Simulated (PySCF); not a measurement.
# InN−: from the state search to spectroscopic constants, part 2 of 2

PySCF 2.14.0; In def2-SVPD with ECP28, N def2-SVPD; scalar-relativistic core potentials.

### Step 6. r²SCAN

The SCF at the reference distance, 2.055 Å, printed:

```text
[... 17 set-up lines left out, the same as in an earlier log ...]
XC functionals = R2SCAN
    J. W. Furness, A. D. Kaplan, J. Ning, J. P. Perdew, and J. Sun.,  J. Phys. Chem. Lett. 11, 8208-8215 (2020)
    J. W. Furness, A. D. Kaplan, J. Ning, J. P. Perdew, and J. Sun.,  J. Phys. Chem. Lett. 11, 9248-9248 (2020)
    J. W. Furness, A. D. Kaplan, J. Ning, J. P. Perdew, and J. Sun.,  J. Phys. Chem. Lett. 11, 8208-8215 (2020)
    J. W. Furness, A. D. Kaplan, J. Ning, J. P. Perdew, and J. Sun.,  J. Phys. Chem. Lett. 11, 9248-9248 (2020)
[... 2 set-up lines left out, the same as in an earlier log ...]
init E= -244.804922508418
cycle= 1 E= -244.805241046471  delta_E= -0.000319  |g|= 0.0229  |ddm|= 0.104
cycle= 2 E= -244.797344387535  delta_E= 0.0079  |g|= 0.111  |ddm|= 0.158
cycle= 3 E= -244.805625162957  delta_E= -0.00828  |g|= 0.00766  |ddm|= 0.122
cycle= 4 E= -244.805675007359  delta_E= -4.98e-05  |g|= 0.000454  |ddm|= 0.0115
cycle= 5 E= -244.805675527053  delta_E= -5.2e-07  |g|= 0.000266  |ddm|= 0.00233
cycle= 6 E= -244.805675663917  delta_E= -1.37e-07  |g|= 0.000226  |ddm|= 0.00122
cycle= 7 E= -244.805675761288  delta_E= -9.74e-08  |g|= 8.59e-05  |ddm|= 0.000867
cycle= 8 E= -244.805675791476  delta_E= -3.02e-08  |g|= 4.48e-05  |ddm|= 0.000569
cycle= 9 E= -244.805675800721  delta_E= -9.24e-09  |g|= 1.55e-05  |ddm|= 0.000363
cycle= 10 E= -244.805675802605  delta_E= -1.88e-09  |g|= 5.63e-06  |ddm|= 0.000257
cycle= 11 E= -244.805675802651  delta_E= -4.63e-11  |g|= 9.9e-07  |ddm|= 3.39e-05
Extra cycle  E= -244.805675802638  delta_E= 1.28e-11  |g|= 4.59e-06  |ddm|= 6.95e-06
converged SCF energy = -244.805675802638  <S^2> = 0.86817343  2S+1 = 2.1148744
```

Re = 2.059 Å, ωe = 559 cm⁻¹, ωexe = 4.72 cm⁻¹, αe = 0.00291 cm⁻¹, Be = 0.3184 cm⁻¹, De = 2.81 eV, μ = -3.06 D. 19 s of CPU time for 12 points, integrals apart.

### Step 7. r²SCAN0 (hybrid meta-GGA)

The SCF at the reference distance, 2.055 Å, printed:

```text
[... 13 set-up lines left out, the same as in an earlier log ...]
max_memory 909 MB (current use 330 MB)
[... 3 set-up lines left out, the same as in an earlier log ...]
XC functionals = HYB_MGGA_XC_R2SCAN0
    M. Bursch, H. Neugebauer, S. Ehlert, and S. Grimme.,  J. Chem. Phys. 156, 134105 (2022)
[... 2 set-up lines left out, the same as in an earlier log ...]
init E= -244.756346123197
cycle= 1 E= -244.756952082471  delta_E= -0.000606  |g|= 0.0106  |ddm|= 0.0927
cycle= 2 E= -244.756924422891  delta_E= 2.77e-05  |g|= 0.0208  |ddm|= 0.0455
cycle= 3 E= -244.757203020615  delta_E= -0.000279  |g|= 0.00534  |ddm|= 0.0285
cycle= 4 E= -244.757288569094  delta_E= -8.55e-05  |g|= 0.0049  |ddm|= 0.0155
cycle= 5 E= -244.757492070657  delta_E= -0.000204  |g|= 0.00302  |ddm|= 0.0451
cycle= 6 E= -244.757578634567  delta_E= -8.66e-05  |g|= 0.00104  |ddm|= 0.0493
cycle= 7 E= -244.757579506593  delta_E= -8.72e-07  |g|= 9.87e-05  |ddm|= 0.00223
cycle= 8 E= -244.757579536437  delta_E= -2.98e-08  |g|= 6.16e-05  |ddm|= 0.000741
cycle= 9 E= -244.757579554706  delta_E= -1.83e-08  |g|= 1.65e-05  |ddm|= 0.000657
cycle= 10 E= -244.757579556003  delta_E= -1.3e-09  |g|= 5.66e-06  |ddm|= 0.000193
cycle= 11 E= -244.757579556155  delta_E= -1.52e-10  |g|= 1.25e-06  |ddm|= 6.68e-05
Extra cycle  E= -244.757579556156  delta_E= -1.42e-12  |g|= 1.51e-06  |ddm|= 6.14e-06
converged SCF energy = -244.757579556156  <S^2> = 1.0327001  2S+1 = 2.265127
```

Re = 2.061 Å, ωe = 525 cm⁻¹, ωexe = 5.18 cm⁻¹, αe = 0.00353 cm⁻¹, Be = 0.3178 cm⁻¹, De = 2.34 eV, μ = -3.08 D.

### Step 8. MN15

Log of the SCF at 2.055 Å:

```text
[... 17 set-up lines left out, the same as in an earlier log ...]
XC functionals = MN15
    H. S. Yu, X. He, S. L. Li, and D. G. Truhlar.,  Chem. Sci. 7, 5032-5051 (2016)
    H. S. Yu, X. He, S. L. Li, and D. G. Truhlar.,  Chem. Sci. 7, 5032-5051 (2016)
[... 2 set-up lines left out, the same as in an earlier log ...]
init E= -244.280631012516
cycle= 1 E= -244.286627906378  delta_E= -0.006  |g|= 0.0702  |ddm|= 0.265
cycle= 2 E= -244.286757253004  delta_E= -0.000129  |g|= 0.0598  |ddm|= 0.164
cycle= 3 E= -244.287454953272  delta_E= -0.000698  |g|= 0.0385  |ddm|= 0.104
cycle= 4 E= -244.288338158783  delta_E= -0.000883  |g|= 0.00195  |ddm|= 0.0447
cycle= 5 E= -244.288352967398  delta_E= -1.48e-05  |g|= 0.0011  |ddm|= 0.00967
cycle= 6 E= -244.288361037345  delta_E= -8.07e-06  |g|= 0.000672  |ddm|= 0.00788
cycle= 7 E= -244.288365819561  delta_E= -4.78e-06  |g|= 0.000524  |ddm|= 0.00641
cycle= 8 E= -244.288368589036  delta_E= -2.77e-06  |g|= 0.000153  |ddm|= 0.00646
cycle= 9 E= -244.288369006788  delta_E= -4.18e-07  |g|= 4.76e-05  |ddm|= 0.00299
cycle= 10 E= -244.288369023074  delta_E= -1.63e-08  |g|= 1.89e-05  |ddm|= 0.000519
cycle= 11 E= -244.288369023912  delta_E= -8.37e-10  |g|= 2.57e-06  |ddm|= 0.000105
Extra cycle  E= -244.288369023932  delta_E= -2.01e-11  |g|= 1.86e-06  |ddm|= 1.67e-05
converged SCF energy = -244.288369023932  <S^2> = 0.84592992  2S+1 = 2.0937334
```

Re = 2.036 Å, ωe = 599 cm⁻¹, ωexe = 5.06 cm⁻¹, αe = 0.00275 cm⁻¹, Be = 0.3257 cm⁻¹, De = 2.99 eV, μ = -3.46 D. 21 s of CPU time for 12 points, integrals apart.

### Step 9. PW91

Log of the SCF at 2.055 Å:

```text
[... 17 set-up lines left out, the same as in an earlier log ...]
XC functionals = PW91,PW91
    J. P. Perdew. In P. Ziesche and H. Eschrig, editors, Proceedings of the 75. WE-Heraeus-Seminar and 21st Annual International Symposium on Electronic Structure of Solids, 11. Berlin, 1991. Akademie Verlag.
    J. P. Perdew, J. A. Chevary, S. H. Vosko, K. A. Jackson, M. R. Pederson, D. J. Singh, and C. Fiolhais.,  Phys. Rev. B 46, 6671 (1992)
    J. P. Perdew, J. A. Chevary, S. H. Vosko, K. A. Jackson, M. R. Pederson, D. J. Singh, and C. Fiolhais.,  Phys. Rev. B 48, 4978 (1993)
    J. P. Perdew. In P. Ziesche and H. Eschrig, editors, Proceedings of the 75. WE-Heraeus-Seminar and 21st Annual International Symposium on Electronic Structure of Solids, 11. Berlin, 1991. Akademie Verlag.
    J. P. Perdew, J. A. Chevary, S. H. Vosko, K. A. Jackson, M. R. Pederson, D. J. Singh, and C. Fiolhais.,  Phys. Rev. B 46, 6671 (1992)
    J. P. Perdew, J. A. Chevary, S. H. Vosko, K. A. Jackson, M. R. Pederson, D. J. Singh, and C. Fiolhais.,  Phys. Rev. B 48, 4978 (1993)
[... 2 set-up lines left out, the same as in an earlier log ...]
init E= -244.832554312135
cycle= 1 E= -244.833933250458  delta_E= -0.00138  |g|= 0.047  |ddm|= 0.283
cycle= 2 E= -244.796128609634  delta_E= 0.0378  |g|= 0.245  |ddm|= 0.389
cycle= 3 E= -244.835503829462  delta_E= -0.0394  |g|= 0.0213  |ddm|= 0.282
cycle= 4 E= -244.835855168233  delta_E= -0.000351  |g|= 0.0044  |ddm|= 0.035
cycle= 5 E= -244.835894545423  delta_E= -3.94e-05  |g|= 0.00191  |ddm|= 0.0146
cycle= 6 E= -244.835916827271  delta_E= -2.23e-05  |g|= 0.000589  |ddm|= 0.0211
cycle= 7 E= -244.835917401469  delta_E= -5.74e-07  |g|= 9.65e-05  |ddm|= 0.00286
cycle= 8 E= -244.835917407111  delta_E= -5.64e-09  |g|= 8.43e-05  |ddm|= 0.00037
cycle= 9 E= -244.83591741256  delta_E= -5.45e-09  |g|= 4.61e-06  |ddm|= 0.000144
cycle= 10 E= -244.835917412593  delta_E= -3.36e-11  |g|= 6.92e-07  |ddm|= 2.78e-05
Extra cycle  E= -244.835917412595  delta_E= -1.42e-12  |g|= 3.33e-07  |ddm|= 4.77e-06
converged SCF energy = -244.835917412595  <S^2> = 0.7827268  2S+1 = 2.0324633
```

Re = 2.069 Å, ωe = 565 cm⁻¹, ωexe = 3.44 cm⁻¹, αe = 0.00236 cm⁻¹, Be = 0.3155 cm⁻¹, De = 3.46 eV, μ = -3.13 D. 9.9 s of CPU time for 12 points, integrals apart.

### Step 10. HSE06 (range-separated hybrid)

Log of the SCF at 2.055 Å:

```text
[... 13 set-up lines left out, the same as in an earlier log ...]
max_memory 909 MB (current use 331 MB)
[... 3 set-up lines left out, the same as in an earlier log ...]
XC functionals = HSE06
    J. Heyd, G. E. Scuseria, and M. Ernzerhof.,  J. Chem. Phys. 118, 8207 (2003)
    J. Heyd, G. E. Scuseria, and M. Ernzerhof.,  J. Chem. Phys. 124, 219906 (2006)
    A. V. Krukau, O. A. Vydrov, A. F. Izmaylov, and G. E. Scuseria.,  J. Chem. Phys. 125, 224106 (2006)
[... 2 set-up lines left out, the same as in an earlier log ...]
init E= -244.70286343462
cycle= 1 E= -244.702890049908  delta_E= -2.66e-05  |g|= 0.00276  |ddm|= 0.0211
cycle= 2 E= -244.702822041059  delta_E= 6.8e-05  |g|= 0.0106  |ddm|= 0.0188
cycle= 3 E= -244.702895967059  delta_E= -7.39e-05  |g|= 0.000699  |ddm|= 0.0132
cycle= 4 E= -244.702896372305  delta_E= -4.05e-07  |g|= 0.000265  |ddm|= 0.00131
cycle= 5 E= -244.702896538928  delta_E= -1.67e-07  |g|= 0.000115  |ddm|= 0.000618
cycle= 6 E= -244.702896743808  delta_E= -2.05e-07  |g|= 0.000118  |ddm|= 0.00107
cycle= 7 E= -244.702896828662  delta_E= -8.49e-08  |g|= 3.23e-05  |ddm|= 0.00133
cycle= 8 E= -244.702896830576  delta_E= -1.91e-09  |g|= 3.43e-06  |ddm|= 0.000219
cycle= 9 E= -244.702896830593  delta_E= -1.67e-11  |g|= 2.47e-06  |ddm|= 1.66e-05
Extra cycle  E= -244.702896830546  delta_E= 4.67e-11  |g|= 8.99e-06  |ddm|= 1.67e-05
converged SCF energy = -244.702896830546  <S^2> = 0.87107881  2S+1 = 2.1176202
```

Re = 2.053 Å, ωe = 560 cm⁻¹, ωexe = 5.54 cm⁻¹, αe = 0.00321 cm⁻¹, Be = 0.3204 cm⁻¹, De = 2.77 eV, μ = -3.27 D. 18 s of CPU time for 12 points, integrals apart.

### Step 11. Adding correlation

Reference: ROHF; core orbitals frozen: 5.

Correlation energy (eV) along the bond:

```tsv
R (Å)	MP2
1.767	-6.632
1.849	-6.692
1.932	-6.769
1.993	-6.836
2.055	-6.908
2.117	-6.985
2.199	-7.093
2.302	-7.232
2.425	-7.380
2.589	-7.285
```

ROHF-MP2: Re = 2.077 Å, ωe = 566 cm⁻¹, ωexe = 2.66 cm⁻¹, αe = 0.00225 cm⁻¹, Be = 0.3130 cm⁻¹, De = 2.58 eV.

### Step 12. The curves together

Energy (eV) from each level's lowest point:

```tsv
R (Å)	ROHF-MP2	PBE	PW91	r²SCAN	PBE0	r²SCAN0	HSE06	MN15
1.767	1.172	1.102	1.088	1.037	0.993	0.995	1.007	0.950
1.849	0.547	0.510	0.500	0.461	0.430	0.437	0.439	0.396
1.932	0.192	0.176	0.170	0.147	0.128	0.138	0.134	0.106
1.993	0.055	0.048	0.046	0.035	0.026	0.033	0.029	0.014
2.055	0.000	0.000	0.000	0.000	0.000	0.000	0.000	0.000
2.117	0.007	0.012	0.014	0.021	0.028	0.017	0.026	0.044
2.199	0.088	0.095	0.100	0.109	0.120	0.092	0.116	0.160
2.302	0.266	0.268	0.276	0.274	0.284	0.233	0.277	0.355
2.425	0.563	0.524	0.535	0.505	0.507	0.433	0.499	0.610
2.589	1.274	0.879	0.891	0.814	0.802	0.704	0.795	0.939
```

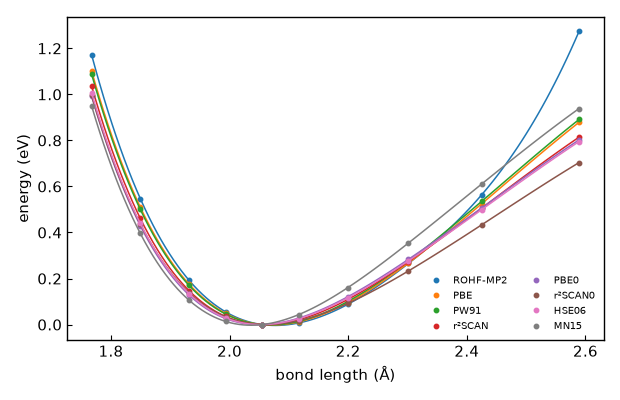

Curves of the followed state at each level, each from its own lowest point. Far from equilibrium a single determinant need not separate into the right atoms, and MP2 on it can jump.

### Step 13. Constants by level of theory

The summary covers parts 1 to 2.

Lowest PBE0 solution found, without spin–orbit coupling: ²Π (doublet), unpaired electrons π ↑. State 2 has its PBE0 minimum 0.17 eV higher. The other levels ran on the lowest alone.

```tsv
level	Re (Å)	ωe (cm⁻¹)	De (eV)	μ (D)
ROHF-MP2	2.077	566	2.58	n/a
PBE	2.072	563	3.44	-3.09
PW91	2.069	565	3.46	-3.13
r²SCAN	2.059	559	2.81	-3.06
PBE0	2.050	563	2.74	-3.27
r²SCAN0	2.061	525	2.34	-3.08
HSE06	2.053	560	2.77	-3.27
MN15	2.036	599	2.99	-3.46
```

De is counted to In− + N in their ground configurations. A positive dipole points from In to N; in an ion it is taken about the centre of mass and does not tell which atom is negative. ⟨S²⟩ is off the pure value of 0.75 by over a tenth at r²SCAN 0.87, PBE0 0.87, r²SCAN0 1.04, HSE06 0.87, MN15 0.83.

Time per point (s) on 1 thread, shared host (CPU time, shared integrals of 0.19 s apart; correlated levels include their reference); the times are rough: ROHF-MP2 0.39, PBE 1.1, PW91 0.83, r²SCAN 1.6, PBE0 1.6, r²SCAN0 4.1, HSE06 1.5, MN15 1.7.

**Reading.** The methods spread over 0.041 Å in bond length, from MN15 to ROHF-MP2. Of the levels with a De here, r²SCAN0 gives the least (2.34 eV) and PW91 the most (3.46 eV).

Correlated steps freeze 5 core orbitals. These are scalar-relativistic numbers at best; spin–orbit coupling would shift them, the dissociation energy most. With some functionals the highest level of the anion is positive, from self-interaction error or because the anion is truly unbound there; the finite basis then holds the extra electron, and no neutral molecule was run to test the binding.
